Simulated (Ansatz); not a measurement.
The figure comes from a scan of MoS2 (3R-MoS2 type, space group R3m): one S atom of a 3-atom cell moves by u along (1.00, 0.00, 0.00) and v along (0.00, 0.00, 1.00). The numbers are results of PBEsol-D3(BJ) (plane waves to 420 eV, PAW, scalar-relativistic; Ansatz, an electronic-structure program), not measurements. k mesh 10×10×10 (Γ-centred), Fermi-Dirac smearing 0.05 eV. E stands for the smeared free energy. Points where atoms come too close for the PAW data are left out (x in tables, blank in figures). As the smearing reaches across the gap at some points, energies and forces of such displacements shift with the k mesh and the smearing. MoS2 is run without spin polarisation. MoS2 was relaxed with its symmetry unable to fall. This is one of several known forms of MoS2; the measured ambient cells at hand have space group No. 194. ΔE is measured from the undisplaced structure. Axes are in Å.

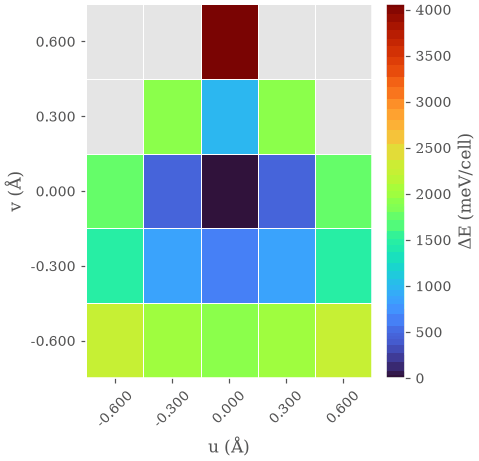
*ΔE (meV/cell), one tile a computed point.*

Problem. Turn the plot into a table (rounded to what can be read).

Solution. To the nearest 500:

ΔE (meV/cell), with u across and v down:

```csv
v \ u,-0.600,-0.300,0.000,0.300,0.600
-0.600,2000,2000,2000,2000,2000
-0.300,1500,1000,500,1000,1500
0.000,1500,500,0,500,1500
0.300,x,2000,1000,2000,x
0.600,x,x,4000,x,x
```

(For displaced atoms, the force is minus the slope of the energy, and its curvature is a force constant, which sets phonon frequencies.)
